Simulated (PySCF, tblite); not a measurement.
# C5H14OSi3: geometry, infrared bands and NMR shifts

Wanted: the infrared bands and NMR shifts of C5H14OSi3 (`CC(=O)[Si@@H]1C[C@@H](C[SiH3])[SiH2]1`), by calculation.

Programs: tblite 0.8.0 and PySCF 2.14.0, with density-fitted response routines of our own. Each step states its level of theory. These are calculated values for one molecule in the gas phase, unless marked as measured. Atoms count from 0, in the outputs and in this text.

## (1) The starting structure

23 atoms, charge 0, multiplicity 1; geometry from: force field or distance geometry start.

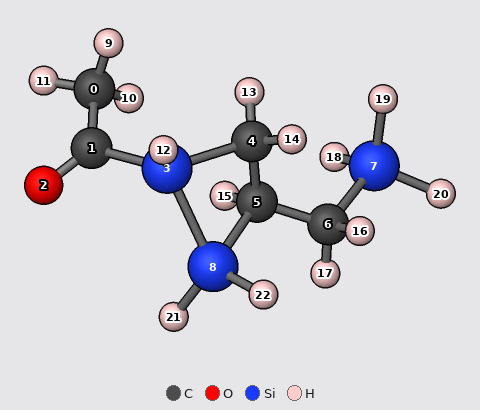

As it starts; carbon dark grey, oxygen red, silicon blue, hydrogen pink, atoms numbered; sticks join atoms by distance.

## (2) Optimising the geometry with GFN2-xTB

What the job is given:

```
{"job": {"kind": "relax", "xc": "GFN2-xTB", "basis": "xTB"}, "charge": 0, "multiplicity": 1}
C     -2.987400     1.088300    -0.316400
C     -2.810000    -0.383800    -0.474600
O     -3.425700    -1.081100    -1.254300
Si    -1.540100    -1.246500     0.577800
C     -0.043900    -0.162600     1.125700
C      0.720800    -0.240200    -0.259600
C      2.254900    -0.111500    -0.210500
Si     2.914700     1.617500     0.143300
Si     0.130700    -2.095800    -0.629400
H     -3.194400     1.347000     0.733900
H     -2.114700     1.621300    -0.678200
H     -3.862700     1.402700    -0.908400
H     -2.069200    -2.063000     1.734600
H     -0.341900     0.850600     1.403400
H      0.486900    -0.591900     1.973400
H      0.295900     0.408900    -1.025600
H      2.669500    -0.783600     0.558100
H      2.676600    -0.431700    -1.169700
H      2.415100     2.555200    -0.894200
H      2.435900     2.077100     1.473100
H      4.389500     1.611100     0.133800
H     -0.029800    -2.300700    -2.092600
H      1.024500    -3.060300     0.066500
```

The run is started by

```console
$ OMP_NUM_THREADS=1 python probes_run.py task.json out
```

This one command runs all jobs of the session in turn.

The log of the run:

```text
step      E/eV     max force
  0    -734.83653    2.486
  1    -735.03561    1.192
  2    -735.13559    0.735
  3    -735.17768    0.744
  4    -735.21739    0.454
  5    -735.23778    0.330
  6    -735.26182    0.357
  7    -735.27998    0.375
  8    -735.29724    0.344
  9    -735.31020    0.303
 10    -735.32016    0.297
 11    -735.32829    0.272
 12    -735.33549    0.217
 13    -735.34109    0.180
 14    -735.34557    0.152
 15    -735.34987    0.164
 16    -735.35451    0.184
 17    -735.35885    0.150
 18    -735.36242    0.107
 19    -735.36555    0.143
 20    -735.36872    0.143
 21    -735.37203    0.118
 22    -735.37507    0.125
 23    -735.37751    0.101
 24    -735.37963    0.099
 25    -735.38194    0.106
 26    -735.38467    0.122
 27    -735.38748    0.133
 28    -735.38978    0.100
 29    -735.39153    0.095
 30    -735.39318    0.085
 31    -735.39517    0.088
 32    -735.39780    0.117
 33    -735.40079    0.130
 34    -735.40336    0.100
 35    -735.40512    0.094
 36    -735.40644    0.076
 37    -735.40772    0.088
 38    -735.40892    0.077
 39    -735.40993    0.065
 40    -735.41081    0.061
 41    -735.41171    0.072
 42    -735.41263    0.071
 43    -735.41344    0.060
 44    -735.41405    0.058
 45    -735.41454    0.049
 46    -735.41508    0.053
 47    -735.41574    0.061
 48    -735.41647    0.065
 49    -735.41709    0.049
 50    -735.41752    0.059
 51    -735.41783    0.037
 52    -735.41814    0.043
 53    -735.41846    0.038
 54    -735.41875    0.035
 55    -735.41902    0.039
 56    -735.41932    0.042
 57    -735.41969    0.046
 58    -735.42010    0.050
 59    -735.42057    0.048
 60    -735.42113    0.064
 61    -735.42185    0.073
 62    -735.42284    0.083
 63    -735.42404    0.081
 64    -735.42524    0.082
 65    -735.42640    0.107
 66    -735.42690    0.269
 67    -735.42831    0.158
 68    -735.42916    0.101
 69    -735.43049    0.047
 70    -735.43087    0.062
 71    -735.43159    0.077
 72    -735.43228    0.069
 73    -735.43316    0.058
 74    -735.43391    0.067
 75    -735.43457    0.052
 76    -735.43512    0.076
 77    -735.43555    0.087
 78    -735.43600    0.049
 79    -735.43646    0.042
 80    -735.43701    0.047
 81    -735.43750    0.051
 82    -735.43800    0.053
 83    -735.43833    0.050
 84    -735.43860    0.043
 85    -735.43890    0.035
 86    -735.43935    0.042
 87    -735.43998    0.073
 88    -735.44072    0.067
 89    -735.44146    0.169
 90    -735.44218    0.093
 91    -735.44315    0.068
 92    -735.44442    0.070
 93    -735.44537    0.115
 94    -735.44649    0.106
 95    -735.44731    0.126
 96    -735.44830    0.110
 97    -735.44947    0.067
 98    -735.45054    0.054
 99    -735.45135    0.083
100    -735.45242    0.088
101    -735.45331    0.068
102    -735.45412    0.068
103    -735.45473    0.089
104    -735.45567    0.076
105    -735.45655    0.072
106    -735.45734    0.062
107    -735.45787    0.083
108    -735.45832    0.086
109    -735.45879    0.074
110    -735.45944    0.063
111    -735.46012    0.054
112    -735.46038    0.052
113    -735.46072    0.041
114    -735.46106    0.041
115    -735.46142    0.042
116    -735.46169    0.038
117    -735.46192    0.034
118    -735.46213    0.070
119    -735.46237    0.064
120    -735.46266    0.065
121    -735.46296    0.046
122    -735.46326    0.039
123    -735.46363    0.048
124    -735.46407    0.062
125    -735.46457    0.054
126    -735.46506    0.059
127    -735.46556    0.057
128    -735.46609    0.110
129    -735.46679    0.076
130    -735.46738    0.074
131    -735.46787    0.050
132    -735.46835    0.039
133    -735.46874    0.041
134    -735.46913    0.104
135    -735.46950    0.042
136    -735.46988    0.036
137    -735.47024    0.037
138    -735.47045    0.040
139    -735.47068    0.040
140    -735.47082    0.034
141    -735.47093    0.023
142    -735.47101    0.019
143    -735.47107    0.014
144    -735.47112    0.013
145    -735.47117    0.018
146    -735.47123    0.018
147    -735.47131    0.022
148    -735.47139    0.019
149    -735.47148    0.018
150    -735.47155    0.017
151    -735.47163    0.020
152    -735.47170    0.016
153    -735.47176    0.015
154    -735.47181    0.012
155    -735.47184    0.014
156    -735.47188    0.014
157    -735.47192    0.013
158    -735.47196    0.013
159    -735.47201    0.015
160    -735.47206    0.015
161    -735.47212    0.017
162    -735.47218    0.020
163    -735.47226    0.021
164    -735.47235    0.022
165    -735.47246    0.025
166    -735.47256    0.024
167    -735.47266    0.019
168    -735.47276    0.023
169    -735.47284    0.019
170    -735.47290    0.018
171    -735.47295    0.014
172    -735.47298    0.013
173    -735.47302    0.014
174    -735.47306    0.015
175    -735.47310    0.012
176    -735.47312    0.010
177    -735.47314    0.012
178    -735.47316    0.012
179    -735.47318    0.012
180    -735.47320    0.008
```

It took 2.9 s on 1 thread of Intel Xeon Platinum 8375C at 2.90GHz, shared host.

Step by step: (not every step is listed)

```
step  energy from step 0 (eV)  largest force (eV/Å)
   0                   0.0000                2.4860
   1                  -0.1991                1.1916
   2                  -0.2991                0.7354
   3                  -0.3411                0.7439
   4                  -0.3809                0.4542
   5                  -0.4013                0.3297
   6                  -0.4253                0.3570
   7                  -0.4434                0.3747
   8                  -0.4607                0.3440
  24                  -0.5431                0.0991
  40                  -0.5743                0.0607
  56                  -0.5828                0.0418
  72                  -0.5957                0.0686
  88                  -0.6042                0.0673
 104                  -0.6191                0.0762
 120                  -0.6261                0.0654
 136                  -0.6333                0.0361
 152                  -0.6352                0.0162
 168                  -0.6362                0.0229
 175                  -0.6366                0.0116
 176                  -0.6366                0.0100
 177                  -0.6366                0.0120
 178                  -0.6366                0.0117
 179                  -0.6366                0.0115
 180                  -0.6367                0.0085
```

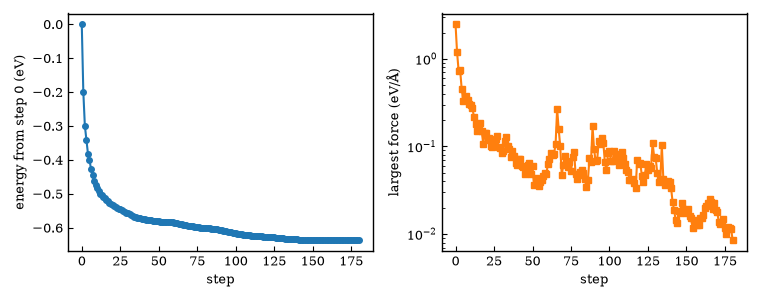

Energy and force, step by step.

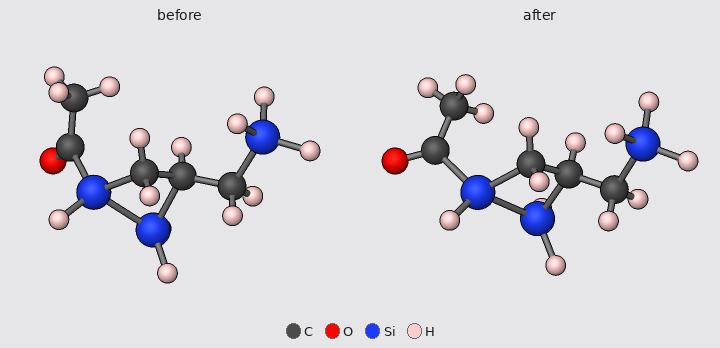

Before and after, at one scale.

Distances of close pairs at the start and the end, largest changes first:

```
   bond  before (Å)  after (Å)  change (Å)
Si3–Si8       2.229      2.332      +0.103
 C1–Si3       1.861      1.922      +0.060
Si3–H12       1.512      1.468      -0.044
 C5–Si8       1.982      1.938      -0.044
  C4–C5       1.584      1.550      -0.035
Si7–H19       1.486      1.464      -0.022
Si8–H22       1.488      1.467      -0.021
 C6–Si7       1.884      1.904      +0.020
```

The end geometry stands in the next job.

## (3) Vibrational analysis with GFN2-xTB

What the job is given:

```
{"job": {"kind": "ir", "xc": "GFN2-xTB", "basis": "xTB"}, "charge": 0, "multiplicity": 1}
C     -3.092502     0.760381    -0.727440
C     -3.113053    -0.468817     0.140229
O     -4.139707    -1.037476     0.437333
Si    -1.432366    -1.192634     0.726978
C     -0.015287     0.100220     0.933023
C      0.821803    -0.155530    -0.345721
C      2.324945    -0.169203    -0.089705
Si     3.016995     1.496375     0.519434
Si     0.041670    -1.816824    -0.969300
H     -2.739301     1.598827    -0.129899
H     -2.393241     0.615654    -1.547797
H     -4.084114     0.984849    -1.114679
H     -1.744322    -1.957660     1.940038
H     -0.293559     1.147447     1.043940
H      0.578053    -0.151367     1.812168
H      0.614689     0.641565    -1.067433
H      2.555562    -0.955972     0.632900
H      2.837265    -0.446405    -1.015039
H      2.651468     2.535508    -0.447669
H      2.472491     1.849661     1.831660
H      4.475049     1.403570     0.622388
H     -0.287053    -1.795380    -2.402180
H      0.939762    -2.959802    -0.773152
```

The log of the run:

```text
mode    cm-1     km/mol
  1      27.0      2.20
  2      29.4      4.50
  3      68.5      1.72
  4      69.1      0.58
  5      98.2      0.97
  6     111.4      1.13
  7     133.0      2.02
  8     147.3      1.83
  9     234.3      2.45
 10     258.1      1.46
 11     322.7     19.83
 12     365.6      1.18
 13     367.9      5.71
 14     398.0      0.31
 15     425.6      7.61
 16     438.9      6.74
 17     495.3     15.31
 18     507.4     47.92
 19     514.1    222.13
 20     537.3     80.19
 21     603.0     54.20
 22     619.9    240.96
 23     631.5     16.62
 24     695.6    127.29
 25     736.9     45.97
 26     748.1     36.71
 27     750.2     11.03
 28     780.4    175.77
 29     794.6    252.24
 30     797.1    287.92
 31     806.3    217.69
 32     809.6    193.14
 33     944.5      1.34
 34     965.8      7.80
 35     971.3     22.76
 36    1055.1      5.86
 37    1105.2      3.46
 38    1128.9     90.93
 39    1134.5     32.78
 40    1209.5      3.79
 41    1227.9      7.79
 42    1263.8      3.15
 43    1318.1      2.74
 44    1358.4     25.36
 45    1449.9     10.65
 46    1455.9     14.67
 47    1483.1      1.70
 48    1492.9      1.50
 49    1718.1    370.00
 50    2175.9    199.12
 51    2202.5    421.09
 52    2213.0    242.16
 53    2244.6    352.37
 54    2253.7    461.99
 55    2262.2    167.30
 56    2914.9     26.54
 57    2943.6     58.44
 58    2961.6     27.54
 59    2978.7     48.24
 60    2996.3     20.07
 61    3018.3      9.48
 62    3026.5      5.64
 63    3035.3     28.19
```

It took 2.2 s on 1 thread of Intel Xeon Platinum 8375C at 2.90GHz, shared host.

Which atoms move in the most intense modes:

```
cm⁻¹  km/mol                         atoms
 620   241.0  H22 22 %, H21 21 %, Si3 10 %
 795   252.2  H18 42 %, H19 36 %, Si7 10 %
 797   287.9  H22 25 %, H21 24 %, H19 10 %
1718   370.0              C1 59 %, O2 39 %
2202   421.1            H12 86 %, H21 10 %
2213   242.2                      H22 93 %
2245   352.4                      H18 94 %
2254   462.0            H20 81 %, H19 14 %
```

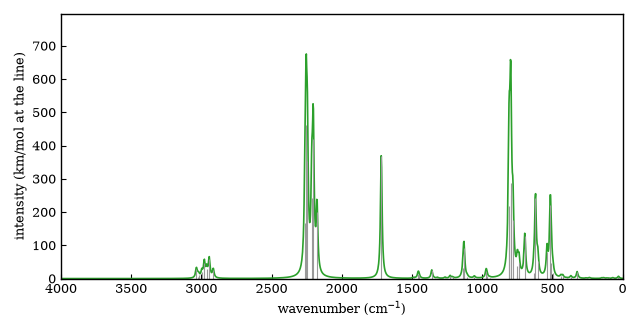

The infrared spectrum from these modes, unscaled. Lines are broadened to a width of 14 cm⁻¹ (Lorentzian).

## (4) Shielding tensors: PBE0/pcSseg-1

The job, as its differences from that of step 3:

```diff
@@ -1,2 +1,2 @@
-{"job": {"kind": "ir", "xc": "GFN2-xTB", "basis": "xTB"}, "charge": 0, "multiplicity": 1}
+{"job": {"kind": "nmr", "xc": "PBE0", "basis": "pcSseg-1"}, "charge": 0, "multiplicity": 1}
 C     -3.092502     0.760381    -0.727440
```

With the program's defaults for keys left out, this is: GIAO PBE0/pcSseg-1 NMR shielding, non-relativistic, gas phase.

The log of the run:

```text
coarse grid: 20072 points
cycle   1  E = -1141.6593541879  dE =  7.921e-01  |g| = 8.290e-01  |ddm| = 4.311e+00
cycle   2  E = -1141.1982028955  dE =  4.612e-01  |g| = 1.711e+00  |ddm| = 2.668e+00
cycle   3  E = -1141.7969450602  dE = -5.987e-01  |g| = 2.204e-01  |ddm| = 2.163e+00
cycle   4  E = -1141.8067945836  dE = -9.850e-03  |g| = 8.914e-02  |ddm| = 2.920e-01
cycle   5  E = -1141.8086732770  dE = -1.879e-03  |g| = 2.153e-02  |ddm| = 1.139e-01
cycle   6  E = -1141.8087873774  dE = -1.141e-04  |g| = 6.248e-03  |ddm| = 2.754e-02
cycle   7  E = -1141.8087964824  dE = -9.105e-06  |g| = 1.436e-03  |ddm| = 7.845e-03
final grid: 178240 points
cycle   8  E = -1141.8713126847  dE = -2.213e-05  |g| = 1.401e-02  |ddm| = 3.471e-02
cycle   9  E = -1141.8711990016  dE =  1.137e-04  |g| = 2.777e-02  |ddm| = 3.309e-02
cycle  10  E = -1141.8713517249  dE = -1.527e-04  |g| = 2.561e-03  |ddm| = 2.350e-02
cycle  11  E = -1141.8713531329  dE = -1.408e-06  |g| = 3.595e-04  |ddm| = 2.372e-03
cycle  12  E = -1141.8713531629  dE = -2.995e-08  |g| = 1.481e-04  |ddm| = 6.460e-04
cycle  13  E = -1141.8713531686  dE = -5.671e-09  |g| = 3.448e-05  |ddm| = 1.875e-04
cycle  14  E = -1141.8713531688  dE = -2.774e-10  |g| = 7.555e-06  |ddm| = 4.395e-05
converged SCF energy = -1141.8713531688

GIAO shielding tensors (ppm)
atom      isotropic    diamagn.    paramagn.     s11        s22        s33       span
  0 C      146.521     251.101    -104.580    114.516    136.280    188.767     74.251
  1 C      -56.564     257.415    -313.979   -159.795   -107.396     97.500    257.294
  2 O     -528.456     392.578    -921.034  -1415.133   -503.290    333.056   1748.189
  3 Si     399.208     882.394    -483.186    356.068    409.662    431.893     75.825
  4 C      161.998     256.645     -94.647    145.816    157.378    182.799     36.983
  5 C      160.958     255.886     -94.927    142.415    167.296    173.163     30.749
  6 C      164.295     248.918     -84.622    146.764    158.177    187.945     41.181
  7 Si     425.753     879.311    -453.558    387.123    421.231    468.904     81.781
  8 Si     391.362     882.530    -491.168    335.356    362.266    476.465    141.109
  9 H       28.982      31.297      -2.315     25.402     30.227     31.317      5.915
 10 H       28.940      32.283      -3.343     25.453     29.956     31.411      5.958
 11 H       29.360      27.752       1.607     26.485     27.148     34.446      7.961
 12 H       27.047      30.819      -3.772     23.119     25.481     32.540      9.421
 13 H       29.643      35.103      -5.460     25.925     27.982     35.021      9.096
 14 H       30.550      35.097      -4.547     26.452     30.964     34.234      7.782
 15 H       29.512      36.161      -6.649     26.460     29.544     32.533      6.072
 16 H       30.623      31.757      -1.134     26.179     30.766     34.923      8.744
 17 H       30.510      30.406       0.104     24.817     29.436     37.278     12.461
 18 H       28.063      29.198      -1.135     24.673     26.390     33.127      8.454
 19 H       27.692      29.264      -1.572     23.952     27.280     31.845      7.893
 20 H       27.859      28.090      -0.231     24.309     25.371     33.898      9.589
 21 H       26.867      30.489      -3.622     24.107     24.521     31.973      7.867
 22 H       27.289      30.986      -3.697     24.155     26.144     31.567      7.413
```

Wall time 67 s (1 thread of Intel Xeon Platinum 8375C at 2.90GHz, shared host); peak memory 1.1 GiB.

The references, computed at this level on geometries of the same kind, shield at (ppm): ¹H TMS 31.72, ¹³C TMS 186.9, ²⁹Si TMS 349.2, ¹⁷O H2O 336.1. Their shielding less the atom's gives the shift. The references are single molecules in the gas phase, so shifts against H2O, NH3, PH3, H3PO4 or CFCl3 are not on the usual liquid scales and can be off by tens of ppm. Atoms listed in one row are averaged.

```
        atoms                                                    environment  σ (ppm)  δ (ppm)  δ scaled to CDCl3
           C1                                                carbonyl carbon    -56.6    243.5              235.7
           C0                                  methyl carbon α to a carbonyl    146.5     40.4               37.5
           C5                                            sp3 CH bonded to Si    161.0     26.0               23.4
           C4                                           sp3 CH2 bonded to Si    162.0     24.9               22.4
           C6                                           sp3 CH2 bonded to Si    164.3     22.6               20.2
          H21    hydrogen on a silicon bonded to C, Si, in a 4-membered ring    26.87     4.85                  –
          H12  hydrogen on a silicon bonded to 2 C, Si, in a 4-membered ring    27.05     4.67                  –
          H22    hydrogen on a silicon bonded to C, Si, in a 4-membered ring    27.29     4.43                  –
H18, H19, H20                              hydrogen on a silicon bonded to C    27.87     3.85                  –
 H9, H10, H11                    hydrogen on a methyl carbon α to a carbonyl    29.09     2.62               2.58
          H15                             hydrogen on an sp3 CH bonded to Si    29.51     2.20               2.18
          H13                            hydrogen on an sp3 CH2 bonded to Si    29.64     2.07               2.06
          H17                            hydrogen on an sp3 CH2 bonded to Si    30.51     1.21               1.24
          H14                            hydrogen on an sp3 CH2 bonded to Si    30.55     1.17               1.21
          H16                            hydrogen on an sp3 CH2 bonded to Si    30.62     1.09               1.14
           O2                                                carbonyl oxygen   -528.5    864.5                  –
          Si8             silicon bonded to C, Si, 2 H, in a 4-membered ring    391.4    -42.2                  –
          Si3             silicon bonded to 2 C, Si, H, in a 4-membered ring    399.2    -50.0                  –
          Si7                                       silicon bonded to C, 3 H    425.8    -76.6                  –
```

The scaled column applies a straight-line fit of computed shieldings to shifts measured in CDCl3 (root-mean-square error 0.16 ppm for H, 1.9 ppm for C).

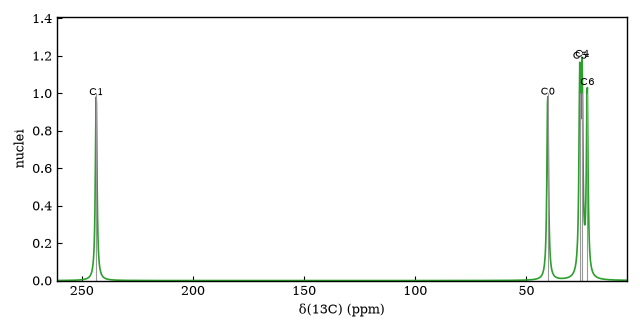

¹³C lines at the computed shifts, without couplings. Lines are broadened to a width of 0.88 ppm (Lorentzian).

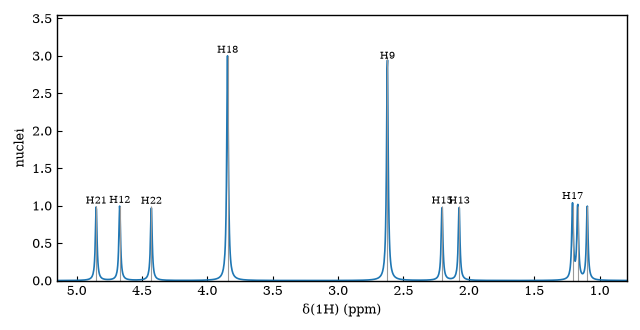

¹H lines at the computed shifts, without couplings. Lines are broadened to a width of 0.02 ppm (Lorentzian).

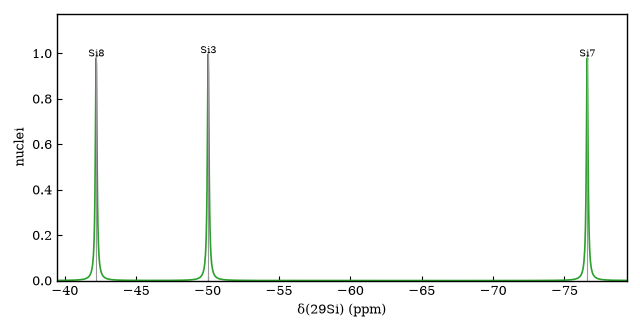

²⁹Si lines at the computed shifts, without couplings. Lines are broadened to a width of 0.14 ppm (Lorentzian).

Charges from the same density, by scheme (e):

```
atoms  Mulliken    IAO  Hirshfeld  ESP fit
   C0     -0.26  -0.47      -0.13    -0.54
   C1     -0.04   0.16       0.08     0.61
   O2     -0.34  -0.38      -0.22    -0.48
  Si3      0.46   0.53       0.26    -0.02
   C4     -0.49  -0.53      -0.16    -0.28
   C5     -0.54  -0.34      -0.11     0.19
   C6     -0.46  -0.52      -0.16    -0.44
  Si7      0.49   0.59       0.31     0.44
  Si8      0.38   0.42       0.24     0.20
```

ESP fit charges:

C0 -0.54; C1 0.61; O2 -0.48; Si3 -0.02; C4 -0.28; C5 0.19; C6 -0.44; Si7 0.44; Si8 0.20; H9 0.16; H10 0.13; H11 0.16; H12 -0.03; H13 0.07; H14 0.12; H15 0.00; H16 0.12; H17 0.11; H18 -0.12; H19 -0.13; H20 -0.12; H21 -0.09; H22 -0.07

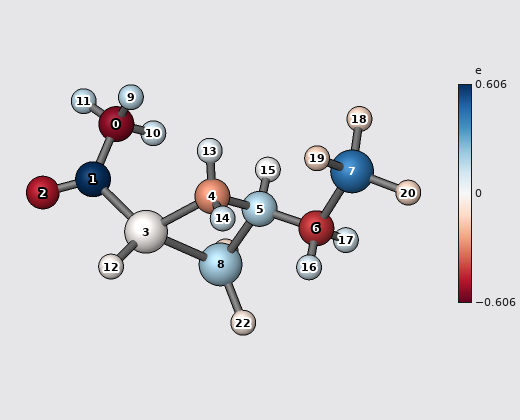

ESP fit charges, as colours on the atoms.

Mayer bond orders: C0–C1 0.98, C1–O2 1.94, C1–Si3 0.82, Si3–C4 0.86, C4–C5 0.97, C5–C6 1.02, C6–Si7 0.92, C5–Si8 0.87, Si8–Si3 0.91.

Ring of atoms Si3, C4, C5, Si8: NICS(0) 1.7, NICS(1) -0.5, NICS(1)zz 5.5 ppm (means of both faces).

## (5) What came out

| quantity | value |
| --- | --- |
| strongest single infrared mode (GFN2-xTB) | 2254 cm⁻¹, 462 km/mol |
| zero-point energy (GFN2-xTB) | 104.1 kcal/mol |
| ¹³C shifts against TMS (PBE0/pcSseg-1) | 243.5, 40.4, 26.0, 24.9, 22.6 ppm |
| ¹H shifts against TMS (PBE0/pcSseg-1, means over atoms taken as alike) | 4.85, 4.67, 4.43, 3.85, 2.62, 2.20, 2.07, 1.21, 1.17, 1.09 ppm |
| ¹⁷O shifts against H2O (PBE0/pcSseg-1) | 864.5 ppm |
| ²⁹Si shifts against TMS (PBE0/pcSseg-1) | -42.2, -50.0, -76.6 ppm |

What this shows: Over 180 steps the energy fell by 0.637 eV; of the close pairs, Si3–Si8 changed most, 2.229 to 2.332 Å. All 63 modes are real, so the xTB geometry is a minimum. The strongest single mode, at 2254 cm⁻¹, moves mainly H20. Unscaled tight-binding wavenumbers are off by several per cent, some by more. Its intensities can rank the bands wrongly. At PBE0/pcSseg-1: The largest span, 1748 ppm, is at O2, where the paramagnetic term is -921 ppm.
